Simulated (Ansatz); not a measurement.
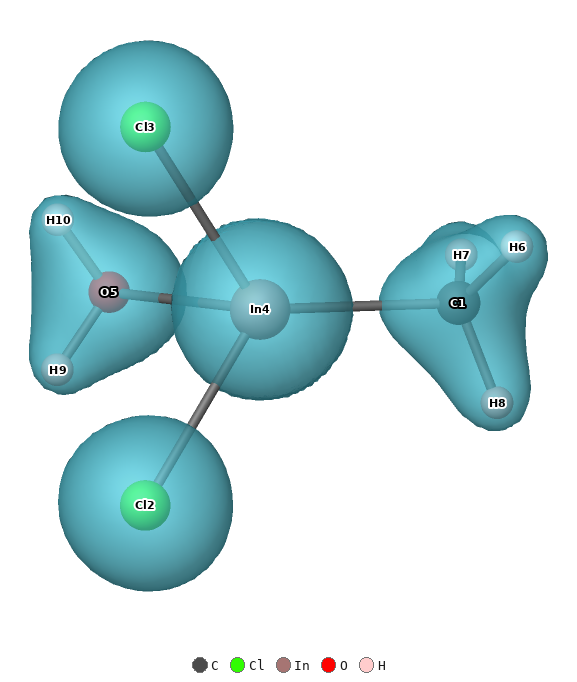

CH5Cl2InO (SMILES [CH3][In-]([OH2+])([Cl])[Cl]). Isosurface of the electron density at 0.8 e/Å³ (cyan), seen across its widest extent.

Geometry: PBE0-D4/def2-SVP; core potentials replace the inner electrons of In.

Computed with Ansatz, isolated molecule in a Gaussian basis; Kohn-Sham density functional theory, functional PBE0.

```tsv
atom	x (Å)	y (Å)	z (Å)
C	-1.8006	-0.4406	0.4680
Cl	0.7425	-0.0863	-2.5959
Cl	0.8557	2.5348	0.2763
In	-0.0849	0.4572	-0.4259
O	1.9317	-0.4462	0.3298
H	-2.5570	0.3305	0.6655
H	-1.4939	-0.9048	1.4155
H	-2.2111	-1.2038	-0.2059
H	2.3313	-0.6700	-0.5278
H	2.3692	0.3781	0.6033
```

Question: What does this surface tell about the bonding?

Answer: At this value the surface falls into five separate pieces. It bridges the sampled O–H (0.97 Å) contacts, where the density stays above the isovalue. It is pinched off along the sampled C–In (2.13 Å), In–O (2.34 Å) and In–Cl (2.39 Å) contacts. On the grid the lowest density along these lines, outside the cores, is 0.67 e/Å³ (C–In, 2.13 Å), 0.32 e/Å³ (In–O, 2.34 Å), 0.47 e/Å³ (In–Cl, 2.39 Å) and 2.3 e/Å³ (O–H, 0.97 Å).
